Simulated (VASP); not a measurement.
Band structure of Be2Zn2Se4 (ordered alloy cell). Calculation: PBEsol GGA, VASP's PBE PAW potentials (set 64) (plane waves; VASP).

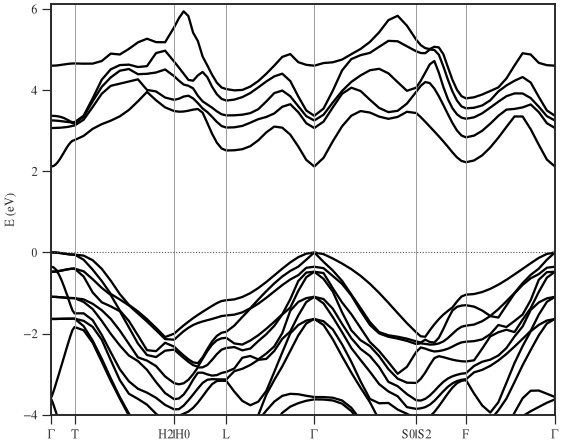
Fig. 1. Bands along high-symmetry lines, zero at the valence-band maximum or, without a gap, the Fermi level

**Question.** Read the plot: is there a gap, and where are the band edges?

**Answer.** The gap is direct, 2.12 eV, from the valence maximum at Γ to the conduction minimum at Γ. (Edges off the drawn lines would not show.)

The structure was generated: Be2Zn2Se4 was put into an ordered model structure (R3m), which need not be its known phase. It was relaxed first.
